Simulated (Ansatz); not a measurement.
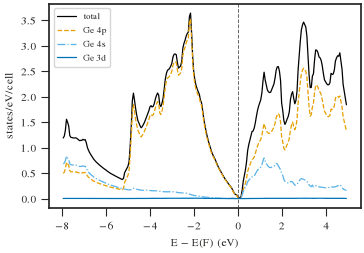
Fig. 1. Total and projected density of states of Ge in space group P6_3/mmc (No. 194; Ge on 4f), the program Ansatz at the LDA level (PAW)

Question: Which orbitals carry the states next to the Fermi level?

Answer: Within 0.5 eV of the Fermi level: Ge 4p 68 %, Ge 4s 25 %, outside the projected shells 6 %. Projections are on Löwdin-orthogonalised atomic valence shells; empty p or d shells of many metals are not among them.

Question: Where is the tallest occupied peak in this window, and what makes it?

Answer: Near -2.1 eV, about 3.6 states/eV per cell; the largest projected share is Ge 4p.

The workflow started from a Materials Project entry (that database holds measured and hypothetical structures alike); the Crystallography Open Database copy checked does not list it. It is not the phase usual at ambient conditions (space group No. 227). Symmetry was held in the LDA relaxation; whether a distortion lowers the energy is not shown. Scalar-relativistic: spin–orbit coupling is off unless named, which matters more the heavier the elements.

Potentials: the earlier of the program's two PAW sets. The files were generated under PBE; for other functionals the program regenerates the frozen cores, and for LDA and PBEsol the local potential too.
